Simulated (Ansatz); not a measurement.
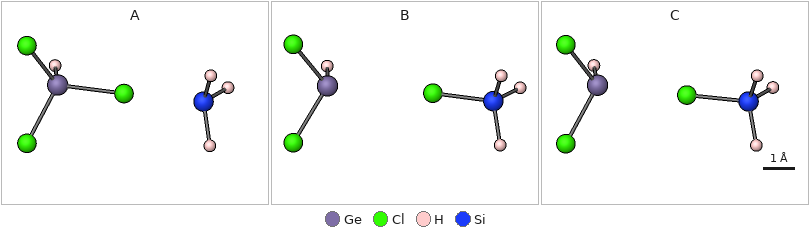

3 geometries from a converged minimum-energy path of GeSiH$_{4}$Cl$_{3}$ (multiplicity 2), made up at the start of GeHCl₃ and SiH3, shuffled. The picture is a ball-and-stick view, seen at a tilt.

Level of theory: UKS PBE/def2-SVP (Ansatz). Set-up: 7 movable images; climbing image; force threshold 0.05 eV/Å; iteration limit 60; starting path through a guess of the saddle point.

**Which frame is the top of the path?**

A. In order along the path, whose images run from 0 to 8: A (image 3, +0.06 eV), C (image 5, −0.54 eV), B (image 7, −0.59 eV). Breaking: Cl–Ge (2.17 → 3.56 Å). Forming: Cl–Si (3.45 → 2.09 Å).

Limits of the set-up: the start holds two separate molecules, 3.4 Å apart at their closest, whose relative position is a soft coordinate and is computed without a dispersion correction.
